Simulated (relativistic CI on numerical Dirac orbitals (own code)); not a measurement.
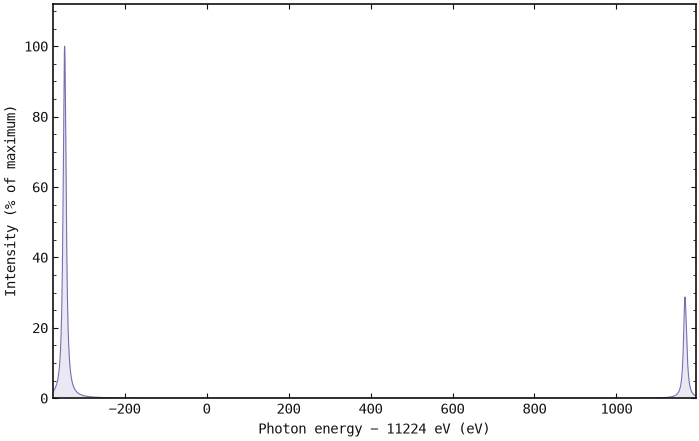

L₂,₃ X-ray absorption of Os VI (Os⁵⁺), [Xe] 4f¹⁴ 5d³, in a field of D3d symmetry with 10Dq = 26,800, Dσ = −1,200, Dτ = −350 cm⁻¹. Multiplet model: relativistic Dirac–Coulomb–Breit theory, one configuration a step, Slater integrals scaled by 1, 300 K, Voigt broadening (Lorentzian 7.5 eV, Gaussian 1 eV full widths), computed with a radial Dirac CI code.

Q: Describe the spectrum.

A: The main maxima lie at 10877.6 eV (100) and 12391.2 eV (29), heights in % of the largest; the centroid is at 11223.9 eV. The lower edge holds 0.77 of the intensity (branching ratio, edges parted at 11639 eV), and the core spin-orbit splitting of the orbitals is 1550 eV. The ground state has S = 1.45.

Known limits: free-ion energies, so absolute edge positions are off by a few eV from solids.
